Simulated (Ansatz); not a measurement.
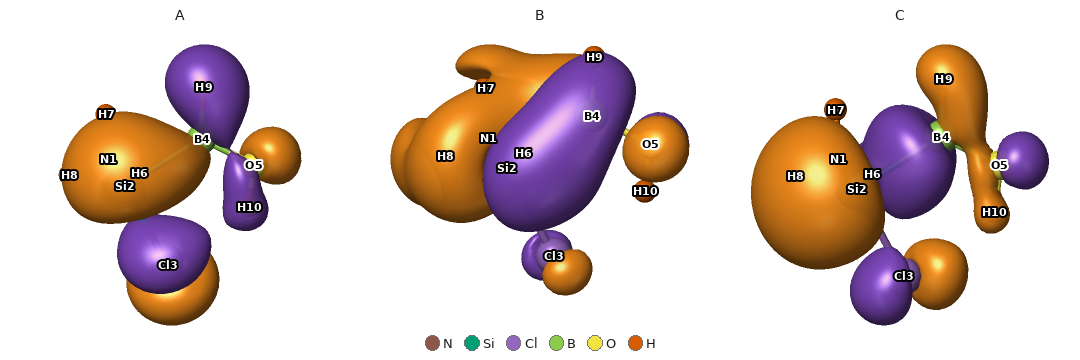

Figure. BClH5NOSi. Three frontier orbitals at ±0.08 Å⁻³ᐟ² (orange and purple are the two phases), in no order.

Level of theory: RKS PBE/6-31G* in Ansatz 0.2.0.

Input file:

```
crystal:
  periodic: [false, false, false]
  atoms:
    - { symbol: "N", position_ang: [-1.2243, -0.8565, -1.1231] }
    - { symbol: Si, position_ang: [-0.2622, -0.8293, 0.3385] }
    - { symbol: Cl, position_ang: [1.3371, -2.1091, 0.0389] }
    - { symbol: B, position_ang: [0.4674, 0.9756, 0.7026] }
    - { symbol: O, position_ang: [1.2162, 1.6524, -0.2987] }
    - { symbol: H, position_ang: [-0.6842, -0.4068, -1.9064] }
    - { symbol: H, position_ang: [-2.0159, -0.124, -0.9627] }
    - { symbol: H, position_ang: [-1.45855, -1.83057, -0.84396] }
    - { symbol: H, position_ang: [0.1218, 1.5121, 1.7672] }
    - { symbol: H, position_ang: [2.1474, 1.4146, -0.0263] }
basis:
  gaussian: { orbitals: "6-31G*" }
hamiltonian:
  xc: pbe
relax:
  f_tol: 0.02
  max_steps: 50
output:
  orbitals: {}
```

Launched as:

```sh
ansatz run input.yaml --threads 2 --pin off --max-ram 3072MiB --backend cpu --events-out ev --progress --plain --runs-dir out
```

The fields are those of the relaxed geometry.

Which picture is the HOMO−1, the HOMO and the LUMO?

A is the HOMO−1 (−6.57 eV). By Hirshfeld shares it lies mainly on Si2 (about 30 %), Cl3 (about 25 %), B4 (about 15 %), H9 (about 10 %), O5 (about 10 %) and N1 (about 5 %). C is the HOMO (−4.33 eV). By Hirshfeld shares it lies mainly on Si2 (about 60 %), B4 (about 15 %) and Cl3 (about 10 %). B is the LUMO (−1.83 eV). It lies mainly on Si2 (about 30 %), B4 (about 30 %), N1 (about 10 %) and O5 (about 10 %).

What is the HOMO–LUMO gap?

2.50 eV between the orbital energies.
